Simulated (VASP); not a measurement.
Band structure of InSb (space group F-43m). These are PBEsol GGA, VASP's PBE PAW potentials (set 64) (plane waves; VASP) values and carry that method's errors.

Unless said otherwise, spin-orbit coupling is left out, though it shifts the bands of the heavy elements here.

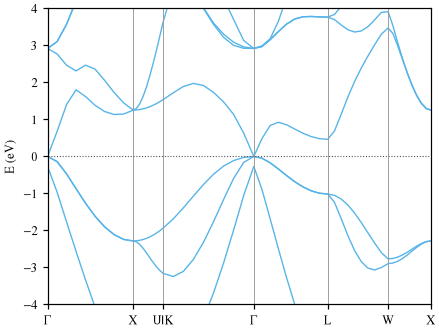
Bands along high-symmetry lines, zero at the valence-band maximum or, without a gap, the Fermi level

Task: Read the plot: is there a gap, and where are the band edges?

Result: It has no gap at this level: it comes out as a metal or semimetal.

The structure is a typed InSb crystal (F-43m). The cell was not relaxed at this level. The k-mesh is coarse (spacing up to 0.34 per Å, 2π included), so the numbers may not be converged in it.
